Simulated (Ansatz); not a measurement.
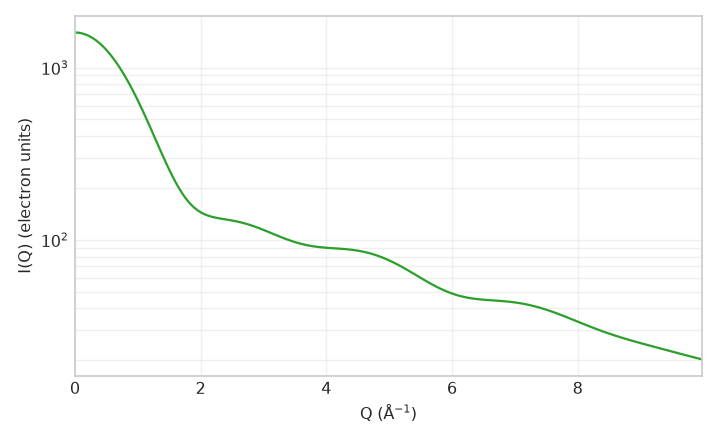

Elastic X-ray scattering of a randomly oriented, rigid molecule, calculated with the Debye equation from neutral-atom form factors (independent atoms, no Compton part, no vibration). The geometry is the end point of an optimisation (Ansatz, UKS PBE/STO-3G); it may be a saddle point or a higher isomer. It contains O, C, Si, H.

**How many electrons does the independent-atom model of the molecule hold?**

I(0) is the square of the electron number: I(0) = 1600, so about 40 electrons, the count of C2H6OSi.

**What radius of gyration does the initial fall-off give?**

From I(Q) ≈ I(0) exp(−Q²R²/3) at small Q, R ≈ 1.68 Å. It is larger than the electron-weighted radius of the nuclear positions alone (1.49 Å), because each atom's electron cloud adds to it.
